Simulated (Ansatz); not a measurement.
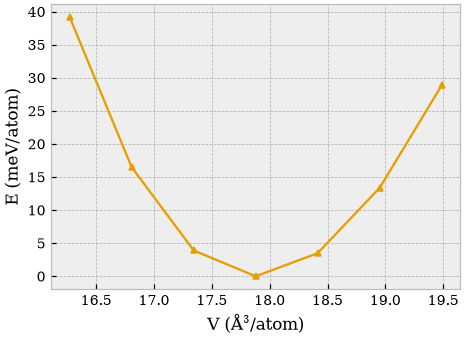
MgS (rock salt, Fm-3m) under volume change, PBE (plane waves, PAW; program Ansatz), scaled uniformly.

Question: What does a third-order Birch–Murnaghan fit give for V₀, B₀ and B′?

Answer: V₀ = 17.88 Å³/atom, B₀ = 73.9 GPa, B′ = 4.1.

The PBE relaxation kept the symmetry of its start; phonons on a q-mesh show no instability.

Potentials: the later of the program's two PAW sets.
